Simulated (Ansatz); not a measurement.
# Calculations on TaNH3Cl4F

Part 1: Relaxation

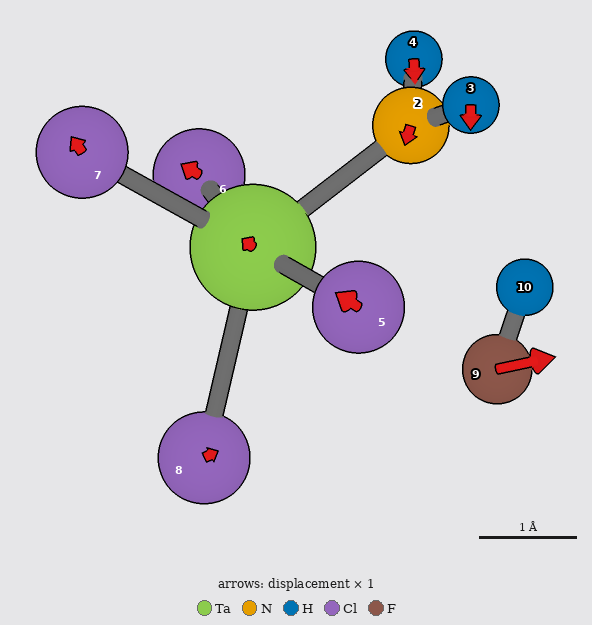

This is a relaxation of TaNH$_{3}$Cl$_{4}$F. The starting structure is drawn; red arrows show the displacements, at their true length. The two geometries are superimposed by the best rigid fit.

A ball-and-stick model, seen at a tilt.

The run prepares an end point of a later path (reaction) calculation, from a guessed geometry.

Method: Ansatz 0.2.0, RHF/def2-SVP. Settings: no spin polarisation; force threshold 0.03 eV/Å; at most 50 steps.

Atoms of which element are displaced furthest, and by how much?

Answer. Fluorine: up to 0.69 Å, against 0.34 Å for chlorine.

Describe the change and its energy.

Answer. The atom that moves furthest after the best rigid fit is the F atom (0.69 Å). Largest moves by element: F 0.69 Å, Cl 0.34 Å, H 0.28 Å, N 0.23 Å, Ta 0.17 Å. Some distances before and after: F–Ta 3.131 → 3.882 Å, H–Ta 3.090 → 3.227 Å, N–Ta 2.091 → 1.976 Å, Cl–Ta 2.285 → 2.310 Å. Bond angles that change, for instance: N–Ta–Cl 136.0° → 120.3°, Cl–Ta–Cl 110.2° → 118.8°, N–Ta–Cl 113.8° → 120.9°. After 11 accepted moves (13 points after the start) the energy has fallen by 3.89 kcal/mol. Largest force component: 2.1 eV/Å at the start, 0.025 eV/Å at the end. The line search rejected the trial steps at points 4, 10 of the run.

Limits of the set-up: the start holds two separate molecules, 2.3 Å apart at their closest, whose relative position is a soft coordinate and is computed without a dispersion correction; Hartree-Fock leaves out electron correlation.

Part 2: Relaxation

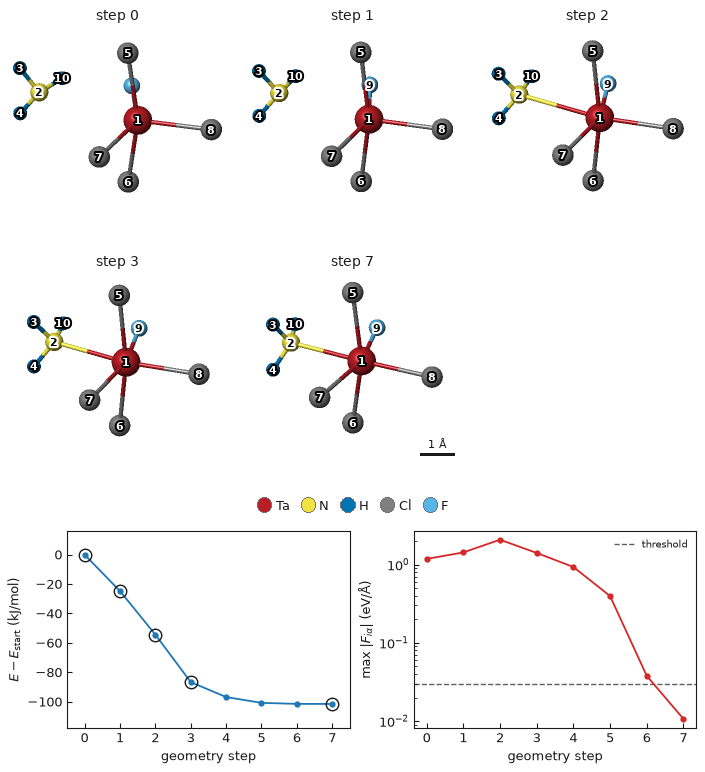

Frames of a relaxation of TaNH3Cl4F, marked on the history of the run. The picture is a ball-and-stick view, seen at a tilt.

The run prepares an end point of a later path (reaction) calculation, from a guessed geometry.

Level of theory: RHF/def2-SVP in Ansatz 0.2.0. (no spin polarisation; force threshold 0.03 eV/Å; at most 50 steps)

**Describe the path.**

Over 7 geometry steps the energy falls by 101.5 kJ/mol. The largest force component goes from 1.2 to 0.011 eV/Å. The largest moves after the best rigid fit, 0.79 Å, are those of H3 and H4. Largest moves by element: H 0.79 Å, N 0.56 Å, Cl 0.53 Å, Ta 0.45 Å, F 0.38 Å. Some distances before and after: Ta1–H3 3.986 → 2.890 Å, Ta1–H4 3.981 → 2.890 Å, Ta1–N2 3.338 → 2.350 Å, Ta1–H10 3.231 → 2.839 Å. New bonds form, among them: Ta1–N2 (3.34 → 2.35 Å). Among the angles between lasting bonds that change: Cl7–Ta1–F9 144.5° → 162.0°, Cl8–Ta1–F9 108.5° → 98.3°, Cl7–Ta1–Cl8 107.0° → 99.7°. From step 0 to 1: H atoms move most (0.19 Å), energy −24.7 kJ/mol. From step 1 to 2: H atoms move most (0.20 Å), energy −29.6 kJ/mol. From step 2 to 3: H atoms move most (0.20 Å), energy −32.3 kJ/mol. From step 3 to 7: H atoms move most (0.21 Å), energy −14.9 kJ/mol.

```json
{"step": "0", "E − E(0), kJ/mol": "0.00", "largest force component, eV/Å": "1.1815"}
{"step": "1", "E − E(0), kJ/mol": "-24.70", "largest force component, eV/Å": "1.4291"}
{"step": "2", "E − E(0), kJ/mol": "-54.33", "largest force component, eV/Å": "2.0783"}
{"step": "3", "E − E(0), kJ/mol": "-86.64", "largest force component, eV/Å": "1.4086"}
{"step": "4", "E − E(0), kJ/mol": "-96.81", "largest force component, eV/Å": "0.9314"}
{"step": "5", "E − E(0), kJ/mol": "-100.75", "largest force component, eV/Å": "0.3965"}
{"step": "6", "E − E(0), kJ/mol": "-101.46", "largest force component, eV/Å": "0.0378"}
{"step": "7", "E − E(0), kJ/mol": "-101.50", "largest force component, eV/Å": "0.0107"}
```

Limits of the set-up: Hartree-Fock leaves out electron correlation.

Part 3: Path

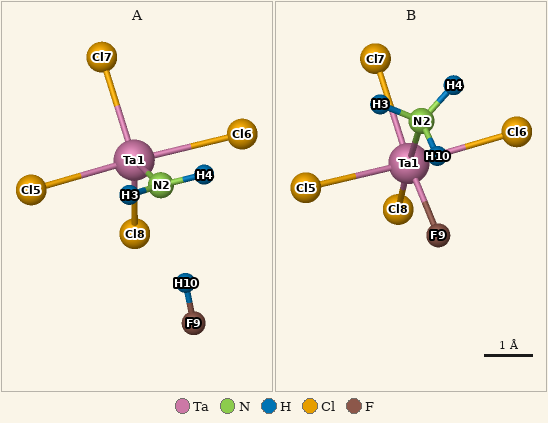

The two relaxed end points of a path for TaNH$_{3}$Cl$_{4}$F. A ball-and-stick model, seen from a free direction.

Method: RHF/def2-SVP (Ansatz 0.2.0).

Run with 7 movable images; climbing image; force threshold 0.05 eV/Å; iteration limit 60.

Start:
```xyz
10

Ta   -0.0586    0.2796    0.0273
N     1.8953    0.0448    0.2074
H     2.3908    0.2769    1.0513
H     2.5095    0.0104   -0.5885
Cl   -0.0268    0.6609    2.3489
Cl    0.3033   -0.1200   -2.2629
Cl   -0.9712    2.3600   -0.3900
Cl   -1.4711   -1.5297    0.2320
F     2.0302   -2.9241    0.6909
H     2.1272   -2.0345    0.5558
```

End:
```xyz
10

Ta   -0.0450   -0.5344    0.1613
N     2.2434   -0.0031    0.2356
H     2.4626    0.6532    0.9695
H     2.5780    0.3816   -0.6347
Cl    0.1107   -0.1278    2.4871
Cl    0.4380   -0.8927   -2.1273
Cl   -0.2754    1.7807   -0.2387
Cl   -2.2555   -1.1578    0.1080
F     0.7073   -2.2260    0.4950
H     2.7646   -0.8494    0.4163
```

Question: What barrier does the band find between them, and by what path?

Answer: The energy climbs by 5.1 kcal/mol to image 4 and then falls by 47.8 kcal/mol, so the end point sits at −42.7 kcal/mol. Breaking: F9–H10 (0.91 → 1.04 at the top → 2.48 Å). Forming: N2–H10 (2.12 → 1.43 at the top → 1.01 Å), Ta1–F9 (3.88 → 2.25 at the top → 1.88 Å). The band converged in 22 iterations, with a climbing image at the top.

Energies of the converged images:

| image | path (Å) | E (kcal/mol) |
| --- | --- | --- |
| 0 | 0.00 | 0.0 |
| 1 | 0.62 | 0.7 |
| 2 | 1.25 | 0.7 |
| 3 | 1.87 | 0.7 |
| 4 | 2.50 | 5.1 |
| 5 | 2.93 | -19.1 |
| 6 | 3.37 | -36.8 |
| 7 | 3.80 | -41.5 |
| 8 | 4.24 | -42.7 |

The geometry at the top of the path:

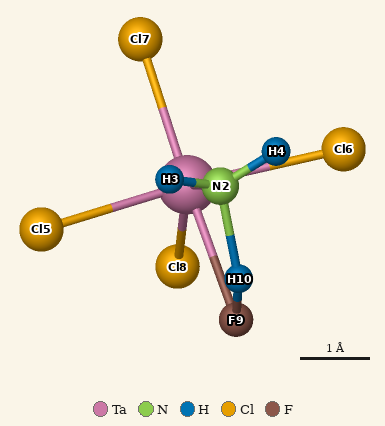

Limits of the set-up: Hartree-Fock leaves out electron correlation.
